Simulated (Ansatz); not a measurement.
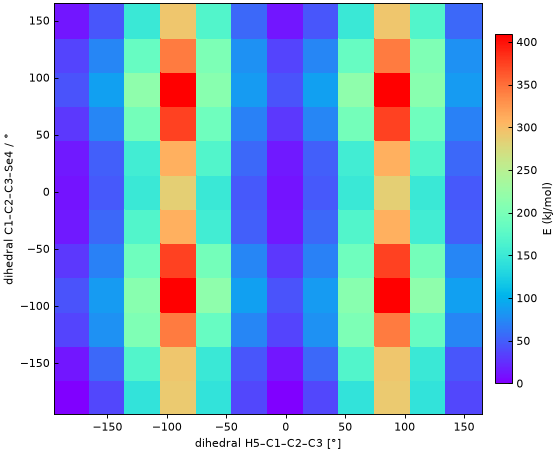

Energy landscape of C₃H₄Se, SMILES C=CC=[Se]. Coordinates scanned: (1) dihedral H5–C1–C2–C3; (2) dihedral C1–C2–C3–Se4. Nothing is relaxed (all other coordinates rigid). Grid: 12 × 12 points; 74 points were computed and 70 follow by symmetry. All energies are given in kJ/mol relative to the lowest grid point. Energies and slopes of some neighbouring points disagree (a jump in structure or state, or too coarse a mesh). The dihedral twists a double bond; near 90° a spin-restricted reference is unreliable. These are results of RKS SPW92 (LDA)/def2-TZVP in Ansatz, not measurements.

In the figure: one coloured cell a grid point. 

Q: Describe this landscape.

A: The lowest grid point is at dihedral H5–C1–C2–C3 = 0°, dihedral C1–C2–C3–Se4 = −180°. Other grid points that lie below all their neighbours: dihedral H5–C1–C2–C3 = −180°, dihedral C1–C2–C3–Se4 = −180° (0.11 kJ/mol higher); dihedral H5–C1–C2–C3 = 0°, dihedral C1–C2–C3–Se4 = 0° (10 kJ/mol higher); dihedral H5–C1–C2–C3 = −180°, dihedral C1–C2–C3–Se4 = 0° (11 kJ/mol higher). The highest grid point, dihedral H5–C1–C2–C3 = −90°, dihedral C1–C2–C3–Se4 = −90°, lies 409 kJ/mol above the lowest.

The whole map (74 points run) took 6 min on 1 thread of Arm Neoverse V2, with other jobs on the host.
